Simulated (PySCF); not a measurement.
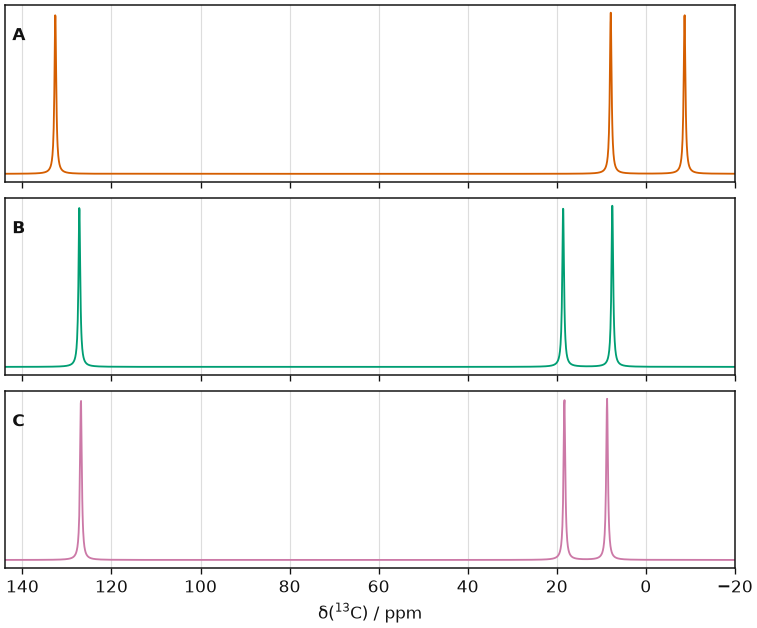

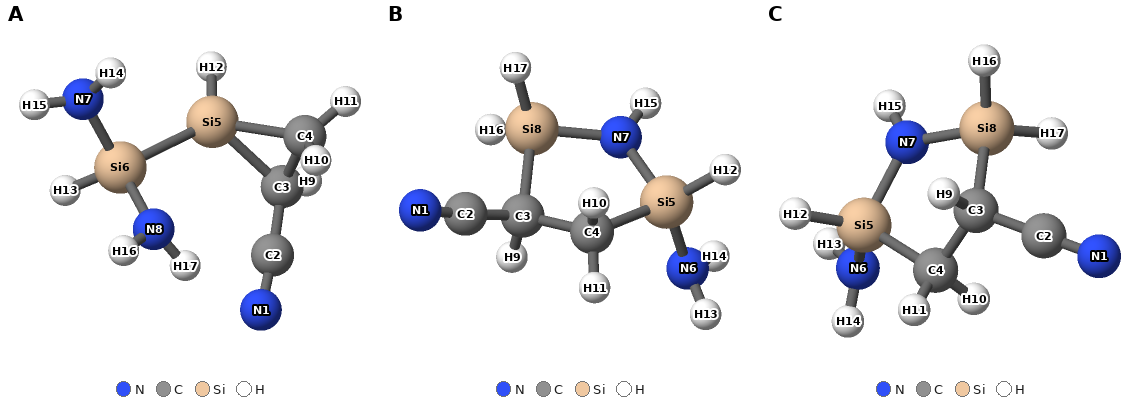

Related molecules: A is C₃H₉N₃Si₂, SMILES N#C[C@@H]1C[Si@@H]1[SiH](N)N; B is C₃H₉N₃Si₂, SMILES N#C[C@@H]1C[Si@@H](N)N[SiH2]1; C is C₃H₉N₃Si₂, SMILES N#C[C@@H]1C[Si@H](N)N[SiH2]1. GIAO ¹³C shifts against TMS, PBE0/pcSseg-1, PySCF, at a GFN2-xTB geometry (no frequency check); fully decoupled, line heights follow the number of nuclei within a panel, widths are arbitrary (no quadrupolar broadening); values of one conformer, averaged over nuclei that symmetry, rotation about single bonds or inversion at nitrogen exchange, these motions taken as fast; other conformers aren't averaged in.

Question: Assign the ¹³C signals of each molecule.

Answer: A: 132.6 (C2); 7.9 (C4); −8.7 (C3)
B: 127.2 (C2); 18.6 (C4); 7.5 (C3)
C: 126.9 (C2); 18.3 (C4); 8.7 (C3)

Caveats, for all or some of the runs: the tight-binding geometry is rougher than a DFT one and adds to the error.
